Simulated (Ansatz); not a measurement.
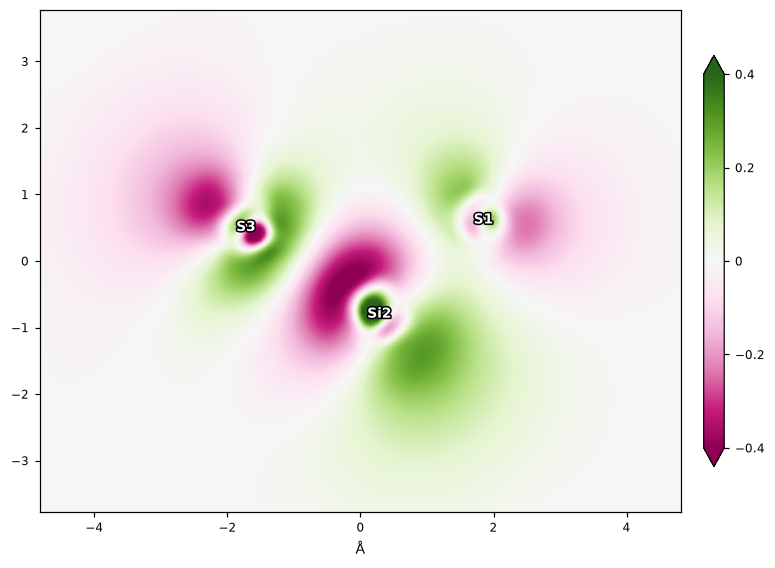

The picture shows: H5S2Si (SMILES S[SiH2][SH2+]) (charge +1). The LUMO on the plane of atoms S1, Si2 and S3 (values in Å⁻³ᐟ²; the overall sign is arbitrary).

Theory: Ansatz 0.2.0, RKS B3LYP-D4/def2-SVPD.

```xyz
8

S    -2.1256    0.4823   -0.3542
Si   -0.0555    0.7942   -0.1272
S     0.8670   -1.3882    0.1947
H    -2.0555    0.1959   -1.6797
H     0.7279    1.1719   -1.3200
H     0.2762    1.4421    1.1554
H     2.0751   -1.0574    0.7308
H     0.2904   -1.6408    1.4003
```

Where does this orbital lie, and at what energy?

It lies mainly on Si2 (about 45 %), S3 (about 30 %) and S1 (about 10 %). Its energy is −6.20 eV.
